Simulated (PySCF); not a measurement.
## C6H9ClSi: a changed input and its effect

System: C6H9ClSi, SMILES CC1=C(Cl)C=C[SiH2]C1.
Method of run 1: GIAO PBE0/pcSseg-0 NMR shielding, non-relativistic, gas phase (PySCF 2.14.0).

The geometry comes from this level: GFN2-xTB. Text and figures count atoms from 1; the logs count them from 0 in places.

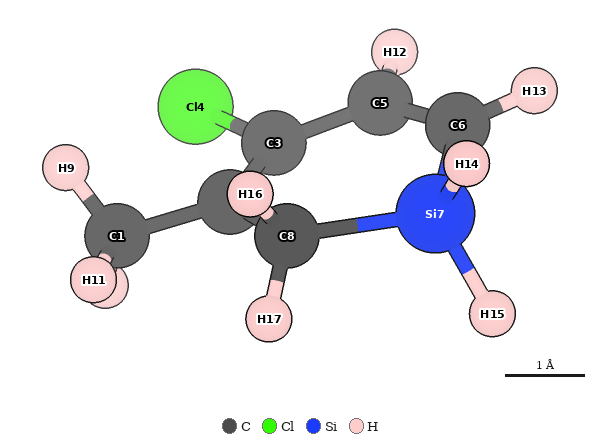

**Figure 1.** The structure (ball-and-stick view, seen at a tilt; atoms are numbered from 1 in the order of the input). Bond lengths as drawn: C–C 1.34 to 1.50 Å, C–Cl 1.75 Å, C–H 1.08 to 1.09 Å, C–Si 1.87 to 1.91 Å and H–Si 1.47 Å.

## The input, run 1
```
{"job": {"kind": "nmr", "xc": "PBE0", "basis": "pcSseg-0", "pop": false, "scf": {"conv": 1e-08}}, "charge": 0, "multiplicity": 1}
C      2.238006     0.027343    -0.773785
C      0.820178     0.092831    -0.285870
C      0.340413     1.210456     0.278362
Cl     1.414880     2.586323     0.430453
C     -0.980653     1.465922     0.804664
C     -1.959836     0.560026     0.895570
Si    -1.704440    -1.201558     0.334413
C      0.001533    -1.141040    -0.512864
H      2.431933     0.822765    -1.493158
H      2.931388     0.165804     0.055922
H      2.443731    -0.929844    -1.245737
H     -1.138735     2.481428     1.148211
H     -2.904768     0.870830     1.317335
H     -2.732854    -1.623282    -0.626128
H     -1.693624    -2.134384     1.470586
H     -0.120300    -1.241989    -1.595667
H      0.606149    -1.999602    -0.212216
```

The first line tells a small driver script what to run in PySCF; the rest is the geometry in Å.

Command:
```bash
OMP_NUM_THREADS=1 python <driver script> task.json out
```

Hardware: 1 CPU thread, shared host.

## Output (run 1)
```
final grid: 139272 points
cycle   1  E = -981.7479561492  dE =  9.364e-01  |g| = 3.511e-01  |ddm| = 4.586e+00
cycle   2  E = -981.7368121593  dE =  1.114e-02  |g| = 4.199e-01  |ddm| = 1.096e+00
cycle   3  E = -981.7799114151  dE = -4.310e-02  |g| = 8.588e-02  |ddm| = 5.627e-01
cycle   4  E = -981.7817443447  dE = -1.833e-03  |g| = 2.917e-02  |ddm| = 1.508e-01
cycle   5  E = -981.7819637288  dE = -2.194e-04  |g| = 5.922e-03  |ddm| = 4.036e-02
cycle   6  E = -981.7819727538  dE = -9.025e-06  |g| = 9.836e-04  |ddm| = 1.064e-02
cycle   7  E = -981.7819729344  dE = -1.806e-07  |g| = 6.453e-04  |ddm| = 3.028e-03
cycle   8  E = -981.7819730452  dE = -1.108e-07  |g| = 1.317e-04  |ddm| = 9.734e-04
cycle   9  E = -981.7819730496  dE = -4.357e-09  |g| = 4.445e-05  |ddm| = 1.981e-04
converged SCF energy = -981.7819730496

GIAO shielding tensors (ppm)
atom      isotropic    diamagn.    paramagn.     s11        s22        s33       span
  0 C      163.646     242.181     -78.535    143.411    159.492    188.034     44.624
  1 C       55.804     260.282    -204.479    -49.420     46.189    170.642    220.062
  2 C       50.735     267.781    -217.046    -48.613     92.507    108.311    156.923
  3 Cl     731.250    1144.968    -413.718    598.682    650.907    944.162    345.479
  4 C       39.258     255.646    -216.389    -79.646     50.480    146.939    226.585
  5 C       72.789     264.865    -192.076    -38.347     64.660    192.055    230.402
  6 Si     436.789     880.677    -443.888    400.276    428.592    481.500     81.224
  7 C      181.053     250.506     -69.453    163.832    174.540    204.788     40.956
  8 H       30.877      28.435       2.443     25.931     30.240     36.461     10.529
  9 H       30.892      28.211       2.681     26.283     29.678     36.716     10.433
 10 H       31.536      29.472       2.064     26.496     31.311     36.802     10.307
 11 H       26.474      29.537      -3.062     23.257     25.988     30.178      6.921
 12 H       27.529      30.073      -2.544     25.770     27.928     28.889      3.119
 13 H       28.555      28.762      -0.206     24.757     26.204     34.705      9.949
 14 H       28.454      28.537      -0.084     24.419     26.185     34.758     10.339
 15 H       31.259      31.793      -0.534     25.387     30.340     38.049     12.662
 16 H       31.493      32.363      -0.869     25.467     31.415     37.598     12.130
```

For run 2 the input was changed thus:
```diff
-"basis": "pcSseg-0"
+"basis": "ANO-RCC-VDZP"
-"scf": {"conv": 1e-08}
```

How does run 2 compare with run 1?

The total energy of run 2 is 603.8 kcal/mol lower, which measures the change of basis and not a stability. The HOMO goes from −6.52 to −6.32 eV. The dipole moment goes from 1.86 to 1.61 D. Of all shieldings, the largest change is that of Si7, by +30.2 ppm. The SCF takes 14 iterations against 9. The basis functions go from 98 to 165.

## Output (run 2)
```
coarse grid: 15344 points
cycle   1  E = -982.6963562602  dE =  1.065e+00  |g| = 4.239e-01  |ddm| = 5.695e+00
cycle   2  E = -982.6834159890  dE =  1.294e-02  |g| = 4.833e-01  |ddm| = 8.917e-01
cycle   3  E = -982.7423402955  dE = -5.892e-02  |g| = 9.797e-02  |ddm| = 5.544e-01
cycle   4  E = -982.7445730620  dE = -2.233e-03  |g| = 3.821e-02  |ddm| = 1.417e-01
cycle   5  E = -982.7449409642  dE = -3.679e-04  |g| = 9.428e-03  |ddm| = 4.493e-02
cycle   6  E = -982.7449649125  dE = -2.395e-05  |g| = 2.484e-03  |ddm| = 1.297e-02
cycle   7  E = -982.7449664306  dE = -1.518e-06  |g| = 8.896e-04  |ddm| = 3.437e-03
final grid: 139272 points
cycle   8  E = -982.7442142351  dE = -3.685e-05  |g| = 7.286e-03  |ddm| = 4.370e-02
cycle   9  E = -982.7442052859  dE =  8.949e-06  |g| = 9.194e-03  |ddm| = 1.765e-02
cycle  10  E = -982.7442283660  dE = -2.308e-05  |g| = 1.706e-03  |ddm| = 1.160e-02
cycle  11  E = -982.7442291624  dE = -7.964e-07  |g| = 2.988e-04  |ddm| = 2.283e-03
cycle  12  E = -982.7442291846  dE = -2.224e-08  |g| = 1.036e-04  |ddm| = 4.502e-04
cycle  13  E = -982.7442291874  dE = -2.801e-09  |g| = 3.114e-05  |ddm| = 1.432e-04
cycle  14  E = -982.7442291877  dE = -2.326e-10  |g| = 9.889e-06  |ddm| = 3.789e-05
converged SCF energy = -982.7442291877

GIAO shielding tensors (ppm)
atom      isotropic    diamagn.    paramagn.     s11        s22        s33       span
  0 C      162.653     241.236     -78.583    141.884    162.391    183.684     41.799
  1 C       51.450     249.286    -197.836    -47.318     40.144    161.524    208.842
  2 C       55.243     251.671    -196.428    -35.200     96.305    104.623    139.823
  3 Cl     759.130    1158.922    -399.791    620.010    649.907   1007.474    387.465
  4 C       38.706     245.387    -206.681    -74.703     51.272    139.549    214.252
  5 C       72.081     248.319    -176.238    -34.074     67.816    182.502    216.576
  6 Si     467.029     892.198    -425.169    443.897    458.504    498.685     54.788
  7 C      174.133     242.387     -68.254    161.650    167.197    193.552     31.902
  8 H       29.450      29.197       0.253     24.791     29.285     34.275      9.484
  9 H       29.447      29.265       0.182     25.108     28.723     34.510      9.403
 10 H       30.493      30.175       0.318     25.976     30.517     34.986      9.009
 11 H       24.554      30.169      -5.615     21.688     22.478     29.496      7.808
 12 H       25.826      29.619      -3.793     24.643     25.059     27.776      3.133
 13 H       27.143      30.232      -3.089     24.270     25.236     31.924      7.653
 14 H       27.067      30.568      -3.501     23.837     25.169     32.195      8.359
 15 H       29.713      31.471      -1.758     24.659     28.995     35.483     10.824
 16 H       29.934      31.679      -1.745     25.012     29.887     34.904      9.892
```

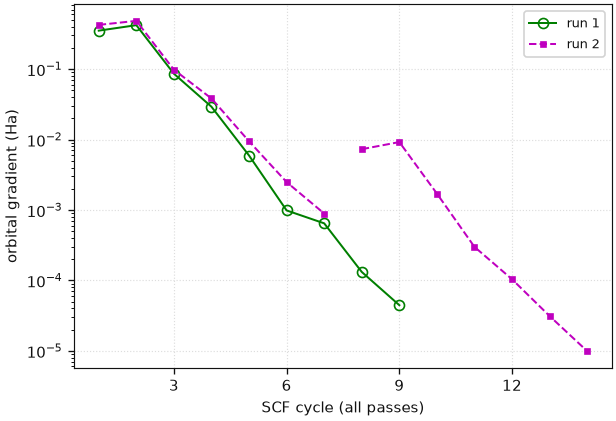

**Figure 2.** Convergence of the two runs: orbital gradient against the SCF cycle. A break in a curve parts two SCF passes (coarse and final grid). Run 1 takes 9 cycles in all, and run 2 takes 14.

## The two runs side by side

| quantity | run 1 | run 2 |
| --- | --- | --- |
| outcome | converged | converged |
| total energy (hartree) | −981.781973 | −982.744229 |
| HOMO (eV) | −6.52 | −6.32 |
| LUMO (eV) | −1.30 | −1.26 |
| dipole moment (D) | 1.86 | 1.61 |
| shielding of C2 (ppm) | 55.8 | 51.5 |
| shielding of C3 (ppm) | 50.7 | 55.2 |
| shielding of Cl4 (ppm) | 731.3 | 759.1 |
| shielding of Si7 (ppm) | 436.8 | 467.0 |
| shielding of C8 (ppm) | 181.1 | 174.1 |
| shielding of H12 (ppm) | 26.5 | 24.6 |
| shielding of H13 (ppm) | 27.5 | 25.8 |
| SCF iterations | 9 | 14 |
| basis functions | 98 | 165 |
| wall time (shared host) | 17 s | 96 s |
